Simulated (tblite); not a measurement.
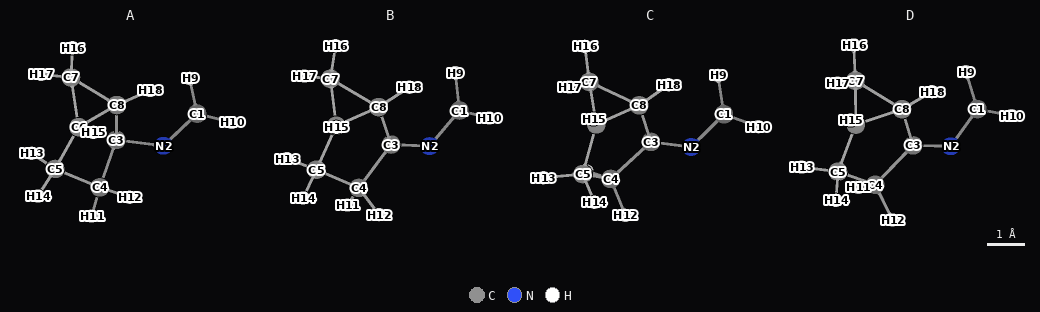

4 geometries from one relaxation of C7H10N (multiplicity 2), in shuffled order. Style: ball-and-stick. Shown at a tilt.

Method: GFN2-xTB geometry optimisation, gas phase (tblite 0.8.0). 

Order the frames from highest to lowest energy.

Answer. A, B, D, C. They are steps 0, 16, 62, 110, at +38.9 kcal/mol, +6.83 kcal/mol, +1.11 kcal/mol relative to the last. After 110 geometry steps the energy has fallen by 38.9 kcal/mol. The atom that moves furthest after the best rigid fit is H11 (1.46 Å). By element the largest moves are H 1.46 Å, C 0.58 Å, N 0.36 Å. Some distances before and after: N2–C3 1.412 → 1.300 Å, C4–H12 1.128 → 1.090 Å, C3–C8 1.506 → 1.470 Å, C6–C8 1.544 → 1.509 Å. Bond angles that change, for instance: N2–C3–C8 111.6° → 128.2°, N2–C3–C4 109.6° → 121.9°, C8–C6–H15 111.8° → 121.4°.
